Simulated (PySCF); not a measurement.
C₇H₁₄OSi

The calculation's input:

```
{"job": {"kind": "nmr", "xc": "PBE0", "basis": "pcSseg-1"}, "charge": 0, "multiplicity": 1}
C     -1.692919     0.163647    -1.408157
C     -1.141732    -0.996566    -0.587876
C     -0.444065    -0.529892     0.671810
Si    -1.498641     0.432359     1.916185
C      0.668092    -1.374054     1.196498
C      1.009080    -0.052588     0.561845
C      1.683445    -0.023438    -0.751790
C      2.327673     1.304145    -1.084037
O      1.726820    -0.969033    -1.507026
H     -2.418557     0.736448    -0.833532
H     -2.179658    -0.206611    -2.307584
H     -0.885449     0.828553    -1.708251
H     -1.961161    -1.662629    -0.303185
H     -0.447476    -1.569730    -1.205801
H     -2.822336    -0.185102     1.982231
H     -0.839230     0.374396     3.223138
H     -1.601507     1.835654     1.506325
H      0.938981    -2.254884     0.631312
H      0.816206    -1.470084     2.262015
H      1.288362     0.761158     1.221345
H      3.174072     1.467184    -0.419033
H      1.617296     2.114049    -0.933539
H      2.677952     1.304001    -2.112812
```

Launched as:

```sh
OMP_NUM_THREADS=1 python probes_run.py task.json out
```

Geometry: GFN2-xTB.

The calculation used PySCF, PBE0/pcSseg-1, SCF density, gas phase, non-relativistic.

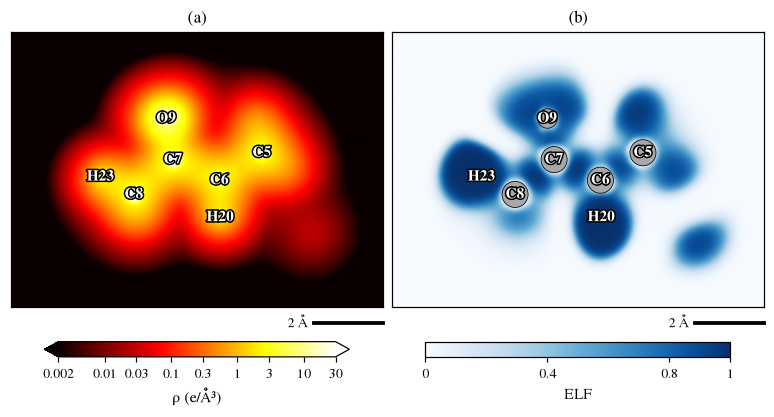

Figure 1. (a) electron density; (b) ELF on the plane of atoms C7, C8 and H23. Grey discs cover the atomic cores in the ELF map.

Question: What does the map show?

Answer:
- The plane passes through C, O and H nuclei.
- C–O (1.21 Å): the density is about 3.3 e/Å³ at the midpoint; the ELF peaks at about 0.85 between the atoms: a multiple bond.
- C–C (1.48 Å): the density is about 1.8 e/Å³ at the midpoint; the ELF peaks at about 0.95 between the atoms: localised, covalent bonding.
- C–H (1.08 Å): ρ at the midpoint is about 2 e/Å³; the ELF climbs to about 1 towards the hydrogen, as it does in any bond to H: a covalent bond by its length.
- C–C (1.51 Å): ρ at the midpoint is about 1.6 e/Å³; the ELF peaks at about 0.90 between the atoms (localised, covalent bonding).
- The ELF also peaks beside O9, away from the bonds: lone-pair regions.

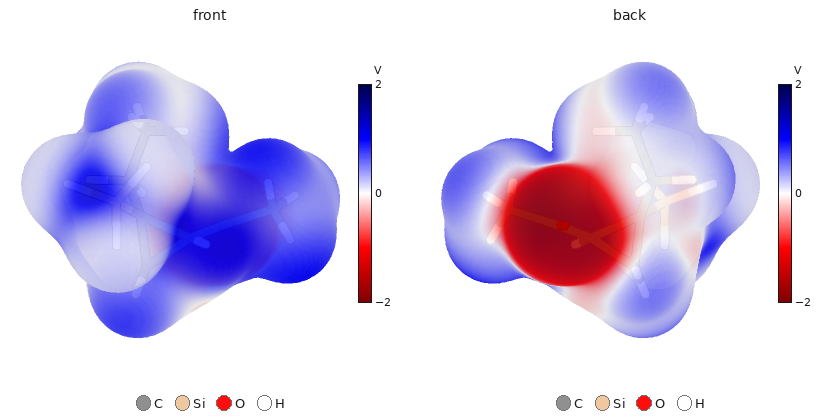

Figure 2. The electrostatic potential painted on the density surface at 0.002 e/bohr³, seen from the front and from behind; the colour scale runs from red (negative) to blue (positive).

Question: Where is the surface potential most negative and most positive?

Answer: The most negative region (about −1.7 V, or −39 kcal/mol for a unit charge) lies over O9, the most positive (about +1.1 V, or +25 kcal/mol for a unit charge) over Si4 and H20. O9 is the likeliest acceptor of a hydrogen bond.

Question: How polar is the molecule by this calculation?

Answer: Its dipole moment is 2.18 D.
